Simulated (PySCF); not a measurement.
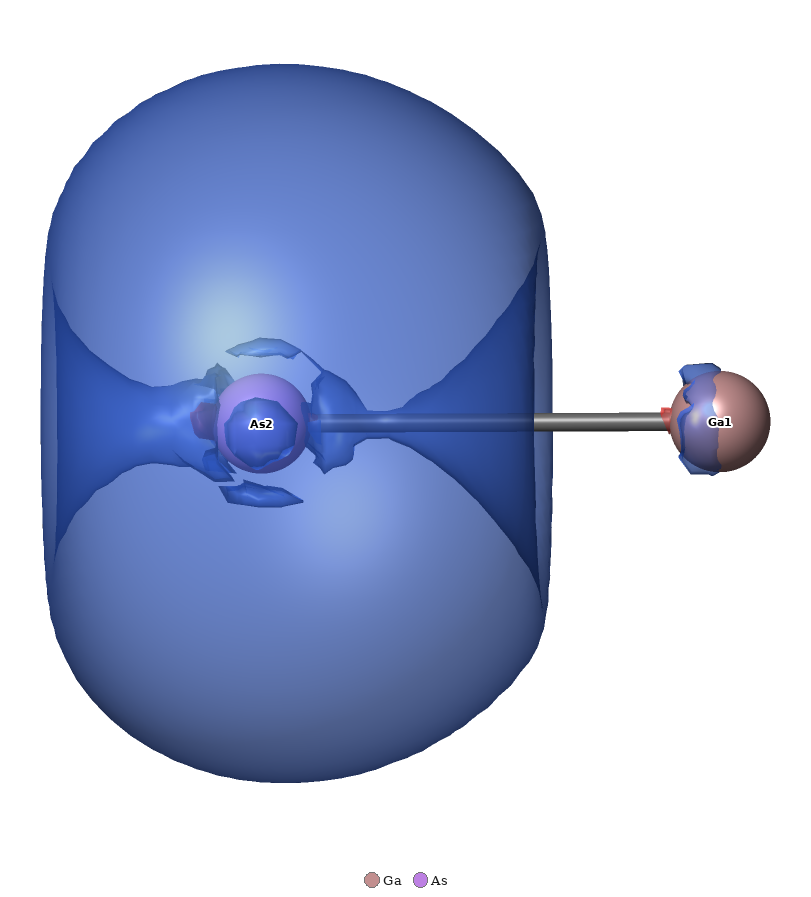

GaAs (triplet). Isosurfaces of the spin density (α minus β) at +0.015 (blue) and −0.015 e/Å³ (red), seen from one side.

The calculation used PBE0/pcseg-1, non-relativistic, at a bond length of 2.574 Å (PySCF 2.14.0).

```yaml
atoms:
  - { symbol: Ga, position_ang: [0.0000, 0.0000, -1.3406] }
  - { symbol: As, position_ang: [0.0000, 0.0000, 1.2334] }
```

### Where is the unpaired spin?

The unpaired spin (2 electrons) lies mostly on As2 (about 1.8) and Ga1 (about 0.2), in electrons by Hirshfeld's partition.
